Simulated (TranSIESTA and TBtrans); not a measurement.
Junction: In chain with one S atom inserted. Leads: straight In chain, spacing 2.9 Å. Geometry: 3 atoms about the centre moved by SIESTA (PBE, DZP) to a largest force of 0.02 eV/Å, all others as built, motion along the axis alone. Transport runs along z; the first 4 and the last 4 of the 15 atoms are the lead cells, repeated to infinity.

```xyz
15
Lattice="9.000 0.000 0.000 0.000 9.000 0.000 0.000 0.000 42.700" Properties=species:S:1:pos:R:3 pbc="F F T"
In     4.500     4.500     0.000
In     4.500     4.500     2.900
In     4.500     4.500     5.800
In     4.500     4.500     8.700
In     4.500     4.500    11.600
In     4.500     4.500    14.500
In     4.500     4.500    17.485
S      4.500     4.500    19.897
In     4.500     4.500    22.312
In     4.500     4.500    25.300
In     4.500     4.500    28.200
In     4.500     4.500    31.100
In     4.500     4.500    34.000
In     4.500     4.500    36.900
In     4.500     4.500    39.800
```

Method: TranSIESTA and TBtrans, PBE, DZP numerical orbitals (energy shift 0.15 eV), PseudoDojo norm-conserving scalar-relativistic potentials, mesh cutoff 200 Ry, 300 K, no spin polarisation, no spin-orbit coupling; self-consistent non-equilibrium Green functions.

Energies count from the leads' Fermi level. Transmissions are for one spin of a degenerate pair. The energy step is 0.01 eV; narrower resonances are cut or missed.

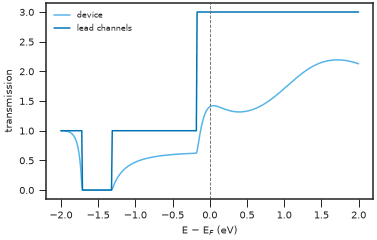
Fig. 1. Transmission against energy

| E (eV) | T | lead channels |
|---|---|---|
| -2.00 | 1.00 | 1 |
| -1.80 | 0.85 | 1 |
| -1.60 | 0 | 0 |
| -1.40 | 0 | 0 |
| -1.20 | 0.28 | 1 |
| -1.00 | 0.47 | 1 |
| -0.80 | 0.55 | 1 |
| -0.60 | 0.59 | 1 |
| -0.40 | 0.61 | 1 |
| -0.20 | 0.62 | 1 |
| 0.00 | 1.40 | 3 |
| 0.20 | 1.36 | 3 |
| 0.40 | 1.32 | 3 |
| 0.60 | 1.37 | 3 |
| 0.80 | 1.51 | 3 |
| 1.00 | 1.71 | 3 |
| 1.20 | 1.93 | 3 |
| 1.40 | 2.09 | 3 |
| 1.60 | 2.18 | 3 |
| 1.80 | 2.19 | 3 |
| 2.00 | 2.13 | 3 |

The straight chain is held at its spacing; free chains may zigzag or dimerise. No spin-polarised start was tried, so a magnetic state, if there is one, is missed.
